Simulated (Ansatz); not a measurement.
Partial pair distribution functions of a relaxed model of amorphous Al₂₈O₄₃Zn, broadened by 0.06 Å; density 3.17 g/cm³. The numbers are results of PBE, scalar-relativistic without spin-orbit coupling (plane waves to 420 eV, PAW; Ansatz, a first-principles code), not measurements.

A CHGNet melt-quench gave the starting glass, which DFT then relaxed. O atoms were pushed apart under 1.9 Å during the dynamics, to hinder bonds among them. The hot cell started wider than the set density and was brought back towards it in steps. It is the lowest in DFT energy of 2 quenches. It is a model cell: composition and starting density were chosen by hand, and all elements were melted together. No dispersion term was used. Its density started from a set value of 3.17 and ended at 3.17 g/cm³. The quench (nominally 280 K/ps over its main leg) was far faster than any real one, so the model tends to hold more defects than a real film. A cell of this size samples the disorder only roughly. The volume was held where the preparation left it, at a PBE pressure of 2.5 GPa. Stress components on the final sampling reach 7.4 GPa. Cycles of charging lowered its energy after that relaxation.

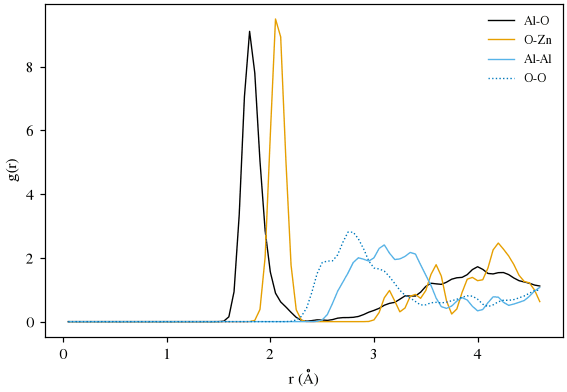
Partial pair distribution functions

Highest peaks under 4.5 Å: Al-O near 1.80 Å, O-Zn near 2.05 Å, Al-Al near 3.10 Å, O-O near 2.75 Å; pairs of few atoms are noisy.

Within 2.32 Å each Al has 4.68 O neighbours on average.
